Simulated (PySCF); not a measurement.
C₃H₈O₃Si₂

```yaml
atoms:
  - { symbol: O, position_ang: [3.1394, -1.3189, 1.0332] }
  - { symbol: C, position_ang: [2.3488, -0.6120, 0.4612] }
  - { symbol: O, position_ang: [2.7171, 0.1996, -0.5335] }
  - { symbol: Si, position_ang: [0.4774, -0.5353, 0.8311] }
  - { symbol: C, position_ang: [-0.6200, -0.9336, -0.6771] }
  - { symbol: C, position_ang: [-1.8430, -0.0089, -0.5731] }
  - { symbol: Si, position_ang: [-1.2709, 1.6152, 0.2509] }
  - { symbol: O, position_ang: [0.0491, 1.0251, 1.0412] }
  - { symbol: H, position_ang: [3.6771, 0.1478, -0.6893] }
  - { symbol: H, position_ang: [0.1796, -1.2671, 2.0582] }
  - { symbol: H, position_ang: [-0.0730, -0.7008, -1.5940] }
  - { symbol: H, position_ang: [-0.9268, -1.9764, -0.7507] }
  - { symbol: H, position_ang: [-2.5902, -0.4842, 0.0658] }
  - { symbol: H, position_ang: [-2.3120, 0.1232, -1.5478] }
  - { symbol: H, position_ang: [-0.7889, 2.6339, -0.6749] }
  - { symbol: H, position_ang: [-2.1714, 2.1017, 1.2875] }
```

Geometry: GFN2-xTB.

The calculation used PBE0/pcSseg-1, SCF density, gas phase, non-relativistic (PySCF).

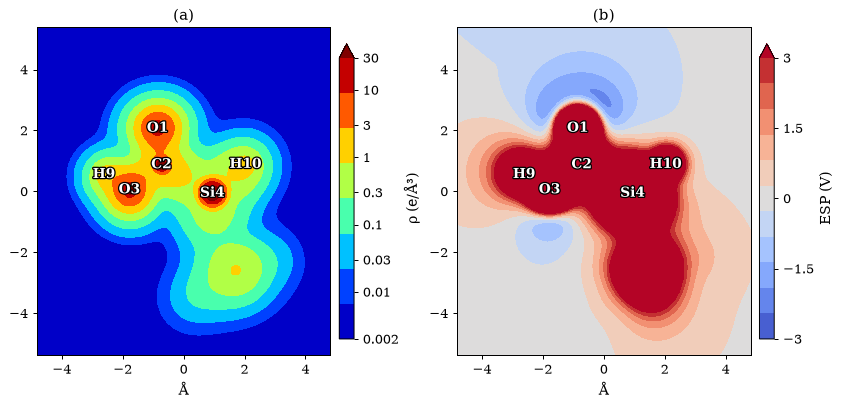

Figure 1. (a) total electron density; (b) molecular electrostatic potential on the plane of atoms O1, C2 and O3.

> Interpret the plot.

The plane passes through O, C, Si and H nuclei.
C–O (1.20 Å): ρ at the midpoint is about 3.3 e/Å³.
C–Si (1.91 Å): the density is about 0.95 e/Å³ at the midpoint.
O–H (0.97 Å): the density is about 3.7 e/Å³ at the midpoint.
C–O (1.34 Å): ρ is about 2.5 e/Å³ halfway.
Outside the dense part of the molecule the potential is most negative (−2.0 V) near O1.

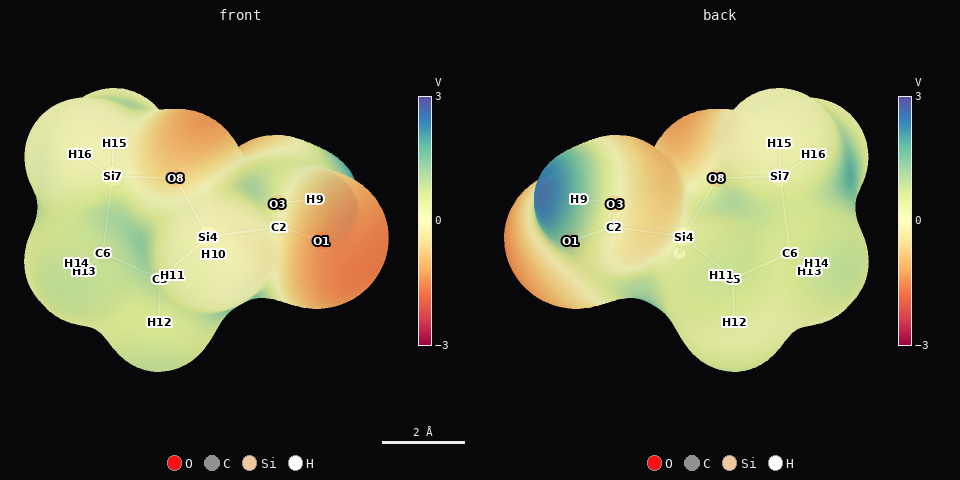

Figure 2. The molecular electrostatic potential painted on the density surface at 0.002 e/bohr³, seen from the front and from behind; red is negative and blue positive.

> Which sites attract a positive test charge, and which a negative one?

A positive charge is drawn to the negative regions and a negative charge to the positive ones. The most negative region (about −1.7 V) lies over O1, the most positive (about +2.5 V) over H9. O1 is the likeliest acceptor of a hydrogen bond.

> How polar is the molecule by this calculation?

Its dipole moment is 2.87 D.
